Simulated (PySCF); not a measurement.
# C6H7NS: excited states, first hyperpolarisability

Wanted: excited states, first hyperpolarisability for C6H7NS (`CSc1ccncc1`).

Programs: PySCF 2.14.0, with routines of our own; each step states its level. All values are computed. Atoms count from 0.

## 1. The starting structure

15 atoms, charge 0, multiplicity 1; geometry from: GFN2-xTB.

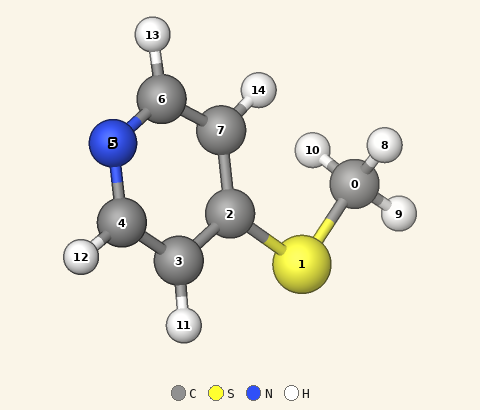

The starting geometry (carbon grey, sulfur yellow, nitrogen blue, hydrogen white).

## 2. Relaxing the molecule at PBE0-D3(BJ)/def2-SVP

Job settings and geometry (Å):

```
{"job": {"xc": "PBE0", "basis": "def2-SVP", "d3": "d3bj", "grid": 2, "kind": "geom"}, "charge": 0, "multiplicity": 1}
C      2.721373     0.272573    -0.157336
S      1.636492    -1.176621    -0.292871
C      0.019851    -0.514657    -0.077287
C     -1.049407    -1.407587    -0.151665
C     -2.330469    -0.918434     0.015903
N     -2.605250     0.357603     0.239894
C     -1.588756     1.197396     0.305399
C     -0.261315     0.825646     0.159106
H      2.628898     0.714092     0.830735
H      3.730110    -0.102302    -0.301017
H      2.481865     0.990141    -0.936618
H     -0.868812    -2.454229    -0.338733
H     -3.185040    -1.580189    -0.031982
H     -1.847261     2.233211     0.484699
H      0.513305     1.571348     0.229860
```

Launch:

```console
$ OMP_NUM_THREADS=1 python excited_run.py task.json out
```

The driver reads the jobs from task.json and runs them one after another.

The log of the run:

```text
step   0  E = -684.99013815  max force = 0.013319
step   1  E = -684.99178879  max force = 0.002346
step   2  E = -684.99180894  max force = 0.000766
step   3  E = -684.99181042  max force = 0.001108
step   4  E = -684.99181364  max force = 0.000451
step   5  E = -684.99181586  max force = 0.000189
optimisation converged
```

Wall time 53 s (1 thread of Arm Neoverse V2, shared host); peak memory 0.73 GiB.

Relaxation path:

```
step  energy from step 0 (eV)  largest force component (eV/Å)
   0                   0.0000                          0.6849
   1                  -0.0449                          0.1206
   2                  -0.0455                          0.0394
   3                  -0.0455                          0.0570
   4                  -0.0456                          0.0232
   5                  -0.0457                          0.0097
```

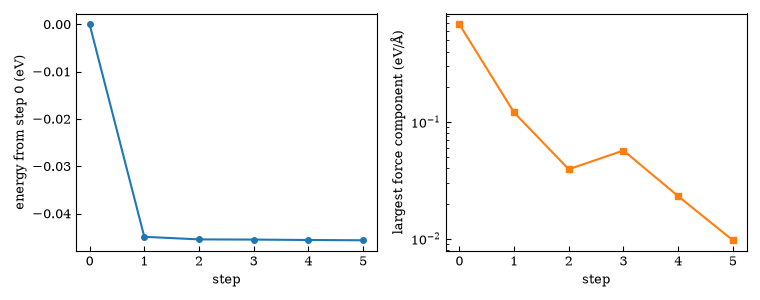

Energy and force, step by step.

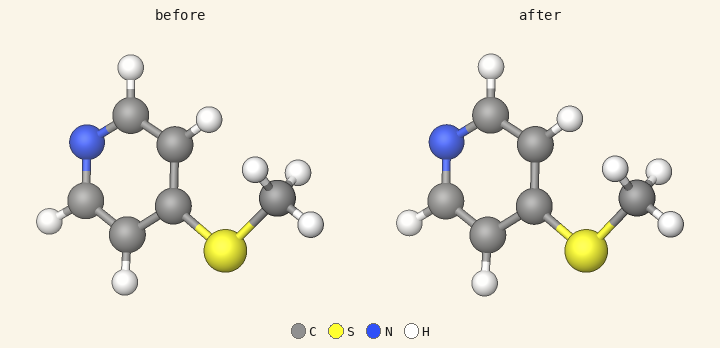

The geometry before (left) and after (right).

Distances of close pairs at the start and the end, largest changes first:

```
  bond  before (Å)  after (Å)  change (Å)
 C0–S1       1.815      1.798      -0.017
C4–H12       1.082      1.096      +0.014
C6–H13       1.083      1.097      +0.014
C3–H11       1.078      1.093      +0.014
C0–H10       1.086      1.100      +0.014
 C0–H8       1.086      1.100      +0.014
 C0–H9       1.086      1.098      +0.013
C7–H14       1.078      1.090      +0.013
```

The next job starts from the end point, and lists it.

```
                         at the end point                value
  point group (found at 0.08 Å tolerance)                   Cs
rotational constants (GHz, main isotopes)  4.421, 1.168, 0.930
                        dipole moment (D)                 2.89
```

## 3. Excited states: TDA CAM-B3LYP/def2-TZVP

Job settings and geometry (Å):

```
{"job": {"kind": "states", "xc": "CAM-B3LYP", "basis": "def2-TZVP", "tda": true, "soc": true, "nstates": 6, "ntriplets": 5, "nquad": 4}, "charge": 0, "multiplicity": 1}
C      2.779963     0.313864    -0.143240
S      1.720812    -1.131646    -0.294262
C      0.110968    -0.474494    -0.073861
C     -0.965906    -1.371563    -0.142106
C     -2.255548    -0.883739     0.028948
N     -2.545937     0.397126     0.256895
C     -1.522216     1.240883     0.320120
C     -0.185972     0.871711     0.165048
H      2.701191     0.774289     0.852305
H      3.805181    -0.056103    -0.280115
H      2.566403     1.058119    -0.924116
H     -0.796879    -2.435183    -0.326453
H     -3.104375    -1.575701    -0.022431
H     -1.767130     2.293373     0.507718
H      0.592533     1.631872     0.232564
```

With the program's defaults for keys left out, this is: TDA CAM-B3LYP/def2-TZVP excited states, vertical, gas phase, spin-orbit mean-field couplings.

The log of the run:

```text
coarse grid: 13544 points
cycle   1  E = -685.7242099755  dE =  1.446e+00  |g| = 3.780e-01  |ddm| = 3.202e+00
cycle   2  E = -685.7300686822  dE = -5.859e-03  |g| = 4.049e-01  |ddm| = 1.037e+00
cycle   3  E = -685.7629396304  dE = -3.287e-02  |g| = 8.360e-02  |ddm| = 5.333e-01
cycle   4  E = -685.7643049256  dE = -1.365e-03  |g| = 3.850e-02  |ddm| = 1.193e-01
cycle   5  E = -685.7646676140  dE = -3.627e-04  |g| = 8.850e-03  |ddm| = 3.803e-02
cycle   6  E = -685.7646877129  dE = -2.010e-05  |g| = 2.494e-03  |ddm| = 1.212e-02
cycle   7  E = -685.7646893690  dE = -1.656e-06  |g| = 9.728e-04  |ddm| = 3.695e-03
final grid: 127592 points
cycle   8  E = -685.7555287259  dE = -4.494e-05  |g| = 4.038e-03  |ddm| = 6.558e-02
cycle   9  E = -685.7555296224  dE = -8.965e-07  |g| = 3.575e-03  |ddm| = 8.420e-03
cycle  10  E = -685.7555325584  dE = -2.936e-06  |g| = 4.425e-04  |ddm| = 2.980e-03
cycle  11  E = -685.7555325960  dE = -3.762e-08  |g| = 2.630e-04  |ddm| = 7.986e-04
cycle  12  E = -685.7555326128  dE = -1.681e-08  |g| = 8.170e-05  |ddm| = 2.965e-04
cycle  13  E = -685.7555326144  dE = -1.593e-09  |g| = 1.937e-05  |ddm| = 1.114e-04
cycle  14  E = -685.7555326145  dE = -8.640e-11  |g| = 7.925e-06  |ddm| = 3.490e-05
converged SCF energy = -685.7555326145

Singlet excitations
state   eV       nm        f     d(h-e)  d(exc)  Lambda  PR(NTO)  |dmu|/D   mu/D   main configurations
  1   5.2548   235.9   0.00511   1.248   2.765   0.495   1.008    3.109    1.214   H-1->L 0.94
  2   5.2675   235.4   0.00064   0.942   3.110   0.558   1.707    2.656    5.441   H->L+1 0.65, H-2->L 0.29
  3   5.4113   229.1   0.00047   1.172   2.682   0.390   1.007    2.690    1.609   H-1->L+1 0.96
  4   5.5414   223.7   0.27933   1.454   3.224   0.680   1.196    3.698    6.432   H->L 0.88
  5   5.6097   221.0   0.00071   0.670   2.825   0.446   1.009                     H->L+2 0.78, H->L+3 0.11
  6   6.5477   189.4   0.21283   1.040   3.215   0.606   2.051                     H-2->L 0.53, H->L+1 0.31, H-3->L+1 0.11

Triplet excitations (Tamm-Dancoff)
state   eV     d(h-e)  d(exc)  Lambda  PR(NTO)   main configurations
  1   3.9302   0.521   2.784   0.722   1.450   H->L 0.72, H-2->L+1 0.16
  2   4.5304   1.175   2.654   0.497   1.009   H-1->L 0.93
  3   4.5841   0.465   2.722   0.766   1.508   H-2->L+1 0.58, H->L+1 0.19, H->L 0.14
  4   4.7271   0.467   2.876   0.648   1.710   H->L+1 0.40, H-2->L 0.28, H-2->L+1 0.22
  5   4.9216   0.459   2.817   0.615   1.789   H-2->L 0.64, H->L+1 0.32
S1 - T1 = 1.3246 eV

Spin-orbit couplings |<S|Hso|T>| (cm-1)
             T1       T2       T3       T4       T5
S0        1.049   22.741    1.069    0.536    0.691
S1       22.732    0.055    8.467    7.572    5.607
S2        0.350    3.709    0.122    0.102    0.069
S3        5.109    0.283   11.911   16.078   13.813
S4        0.871   25.196    0.480    0.076    0.095
S5       20.164    1.124   11.186    1.271    1.481
S6        0.100    2.998    0.123    0.053    0.061
T1 sublevels (cm-1): 0.000 0.022 0.052   radiative rates (1/s): 0.0812 0.163 9
```

It took 69 s on 1 thread of Arm Neoverse V2, shared host; peak memory 1.2 GiB.

Key values:

```
  quantity    value
S1 less T1  1.32 eV
```

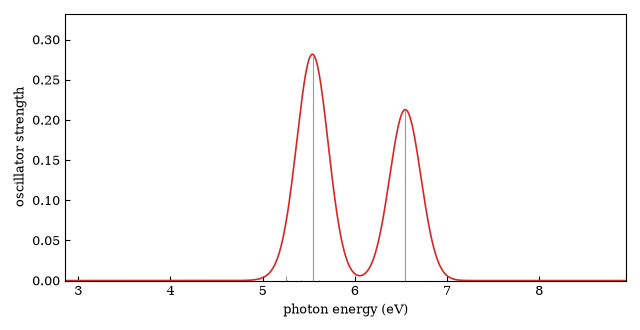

Absorption lines of the singlets. Lines are broadened to a width of 0.40 eV (Gaussian).

## 4. Excited states: TDDFT CAM-B3LYP/aug-cc-pVDZ

Settings changed since step 3:

```diff
@@ -1,2 +1,2 @@
-{"job": {"kind": "states", "xc": "CAM-B3LYP", "basis": "def2-TZVP", "tda": true, "soc": true, "nstates": 6, "ntriplets": 5, "nquad": 4}, "charge": 0, "multiplicity": 1}
+{"job": {"kind": "states", "xc": "CAM-B3LYP", "basis": "aug-cc-pVDZ", "tpa": true, "nstates": 8, "nquad": 6, "ntriplets": 0}, "charge": 0, "multiplicity": 1}
 C      2.779963     0.313864    -0.143240
```

With the program's defaults for keys left out, this is: TDDFT CAM-B3LYP/aug-cc-pVDZ excited states, vertical, gas phase, two-photon moments by quadratic response.

The log of the run:

```text
coarse grid: 13544 points
cycle   1  E = -685.6024311090  dE =  1.506e+00  |g| = 3.547e-01  |ddm| = 1.636e+01
cycle   2  E = -685.6070170411  dE = -4.586e-03  |g| = 3.924e-01  |ddm| = 2.496e+00
cycle   3  E = -685.6398564728  dE = -3.284e-02  |g| = 7.331e-02  |ddm| = 9.666e-01
cycle   4  E = -685.6409853748  dE = -1.129e-03  |g| = 3.522e-02  |ddm| = 2.989e-01
cycle   5  E = -685.6413108440  dE = -3.255e-04  |g| = 7.742e-03  |ddm| = 1.732e-01
cycle   6  E = -685.6413269114  dE = -1.607e-05  |g| = 2.047e-03  |ddm| = 3.711e-02
cycle   7  E = -685.6413281715  dE = -1.260e-06  |g| = 9.064e-04  |ddm| = 9.706e-03
final grid: 127592 points
cycle   8  E = -685.6674148667  dE = -2.272e-05  |g| = 3.203e-03  |ddm| = 3.280e-01
cycle   9  E = -685.6674156744  dE = -8.076e-07  |g| = 2.880e-03  |ddm| = 3.741e-02
cycle  10  E = -685.6674177449  dE = -2.071e-06  |g| = 3.462e-04  |ddm| = 1.090e-02
cycle  11  E = -685.6674177708  dE = -2.591e-08  |g| = 2.060e-04  |ddm| = 2.235e-03
cycle  12  E = -685.6674177817  dE = -1.090e-08  |g| = 6.633e-05  |ddm| = 8.094e-04
cycle  13  E = -685.6674177829  dE = -1.168e-09  |g| = 1.377e-05  |ddm| = 2.688e-04
cycle  14  E = -685.6674177829  dE = -5.434e-11  |g| = 5.847e-06  |ddm| = 6.843e-05
converged SCF energy = -685.6674177829

Singlet excitations
state   eV       nm        f     d(h-e)  d(exc)  Lambda  PR(NTO)  |dmu|/D   mu/D   delta(TPA)   sigma/GM   main configurations
  1   5.1849   239.1   0.00903   0.960   3.147   0.542   1.632    3.004    5.834       30.27      0.298   H->L+2 0.62, H-2->L+1 0.23, H->L+1 0.10
  2   5.1941   238.7   0.00416   1.243   2.824   0.464   1.013    3.132    1.318        1.38      0.014   H-1->L+1 0.92
  3   5.3098   233.5   0.21662   1.224   3.284   0.630   1.248    3.285    6.071      277.00      2.861   H->L+1 0.83
  4   5.3867   230.2   0.00023   1.160   2.717   0.373   1.012    2.688    1.625        0.03      0.000   H-1->L+2 0.95
  5   5.4482   227.6   0.00010   1.569   3.812   0.265   1.018    6.724    3.830       27.70      0.301   H->L 0.60, H->L+10 0.14
  6   5.8876   210.6   0.00274   0.779   4.102   0.233   1.032    3.801    5.410       51.83      0.658   H->L+3 0.42, H->L 0.21, H->L+10 0.10
  7   6.2186   199.4   0.19351   0.647   3.212   0.587   1.975                                            H-2->L+1 0.63, H->L+2 0.29
  8   6.2723   197.7   0.01498   1.258   4.605   0.201   1.044                                            H->L+4 0.65, H->L+6 0.09
```

It took 70 s on 1 thread of Arm Neoverse V2, shared host; peak memory 1.1 GiB.

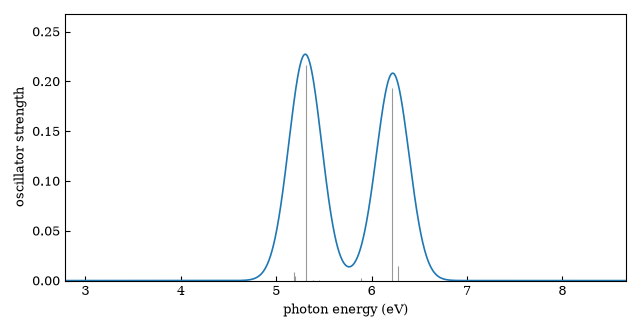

Absorption lines of the singlets. Lines are broadened to a width of 0.40 eV (Gaussian).

## 5. First hyperpolarisability: quadratic response CAM-B3LYP/aug-cc-pVDZ

Settings changed since step 4:

```diff
@@ -1,2 +1,2 @@
-{"job": {"kind": "states", "xc": "CAM-B3LYP", "basis": "aug-cc-pVDZ", "tpa": true, "nstates": 8, "nquad": 6, "ntriplets": 0}, "charge": 0, "multiplicity": 1}
+{"job": {"kind": "beta", "xc": "CAM-B3LYP", "basis": "aug-cc-pVDZ"}, "charge": 0, "multiplicity": 1}
 C      2.779963     0.313864    -0.143240
```

With the program's defaults for keys left out, this is: quadratic response CAM-B3LYP/aug-cc-pVDZ first hyperpolarisability, Taylor convention, gas phase.

The log of the run:

```text
coarse grid: 13544 points
cycle   1  E = -685.6024311090  dE =  1.506e+00  |g| = 3.547e-01  |ddm| = 1.636e+01
cycle   2  E = -685.6070170411  dE = -4.586e-03  |g| = 3.924e-01  |ddm| = 2.496e+00
cycle   3  E = -685.6398564728  dE = -3.284e-02  |g| = 7.331e-02  |ddm| = 9.666e-01
cycle   4  E = -685.6409853748  dE = -1.129e-03  |g| = 3.522e-02  |ddm| = 2.989e-01
cycle   5  E = -685.6413108440  dE = -3.255e-04  |g| = 7.742e-03  |ddm| = 1.732e-01
cycle   6  E = -685.6413269114  dE = -1.607e-05  |g| = 2.047e-03  |ddm| = 3.711e-02
cycle   7  E = -685.6413281715  dE = -1.260e-06  |g| = 9.064e-04  |ddm| = 9.706e-03
final grid: 127592 points
cycle   8  E = -685.6674148667  dE = -2.272e-05  |g| = 3.203e-03  |ddm| = 3.280e-01
cycle   9  E = -685.6674156744  dE = -8.076e-07  |g| = 2.880e-03  |ddm| = 3.741e-02
cycle  10  E = -685.6674177449  dE = -2.071e-06  |g| = 3.462e-04  |ddm| = 1.090e-02
cycle  11  E = -685.6674177708  dE = -2.591e-08  |g| = 2.060e-04  |ddm| = 2.235e-03
cycle  12  E = -685.6674177817  dE = -1.090e-08  |g| = 6.633e-05  |ddm| = 8.094e-04
cycle  13  E = -685.6674177829  dE = -1.168e-09  |g| = 1.377e-05  |ddm| = 2.688e-04
cycle  14  E = -685.6674177829  dE = -5.434e-11  |g| = 5.847e-06  |ddm| = 6.843e-05
converged SCF energy = -685.6674177829

Lowest singlets (eV, f): 5.1849 0.0090  5.1941 0.0042  5.3098 0.2166

First hyperpolarisability (au)
process     nm      |vector|   parallel      HRS      DR
static         -      299.81     169.15     148.28   3.229
shg       1907.0      330.18     185.94     162.03   3.285
eope      1907.0      309.48      174.5          -       -
shg       1064.0      415.06     232.81     200.22   3.421
eope      1064.0      332.48     187.21          -       -
```

It took 51 s on 1 thread of Arm Neoverse V2, shared host; peak memory 1 GiB.

## 6. What came out

| quantity | value |
| --- | --- |
| point group | Cs |
| rotational constants (main isotopes) | 4.42, 1.17, 0.93 GHz |
| S1 less T1 (step 3, TDA CAM-B3LYP/def2-TZVP) | 1.32 eV |
| β vector (step 5, quadratic response CAM-B3LYP/aug-cc-pVDZ) | static 300, SHG 1907.0 nm 330, SHG 1064.0 nm 415 au |

In words: Relaxing lowered the energy by 0.046 eV in 5 steps; the close pair that moved most is C0–S1, from 1.815 to 1.798 Å. No frequency check was run at this level, so the end point may be a saddle. In step 3, the number of triplets below S1 is at least 5, and the largest singlet-triplet spin-orbit coupling is S4–T2, 25.20 cm⁻¹. β grows from 300 au (static) to 415 au for doubling at 1064.0 nm: normal dispersion, which grows as twice the photon energy moves toward the bright states.
